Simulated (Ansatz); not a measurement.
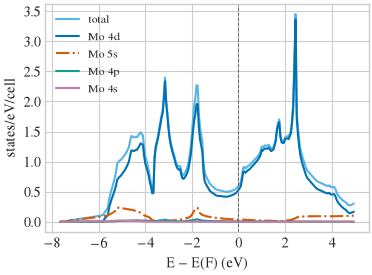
Fig. 1. Total and projected density of states of Mo (bcc (W type), space group No. 229), plane-wave PAW LDA (Ansatz code)

Question: Which orbitals carry the states next to the Fermi level?

Answer: Within 0.5 eV of the Fermi level: Mo 4d 89 %, Mo 5s 5 %. Projections are on Löwdin-orthogonalised atomic valence shells; empty p or d shells of many metals are not among them.

Question: Where is the tallest occupied peak in this window, and what makes it?

Answer: Near -3.1 eV, about 2.4 states/eV per cell; the largest projected share is Mo 4d.

Space group Im-3m (bcc (W type)). The LDA relaxation kept the symmetry of its start. The run is not spin-polarised. Scalar-relativistic: spin–orbit coupling is off unless named, which matters more the heavier the elements.

Potentials: the later of the program's two PAW sets.
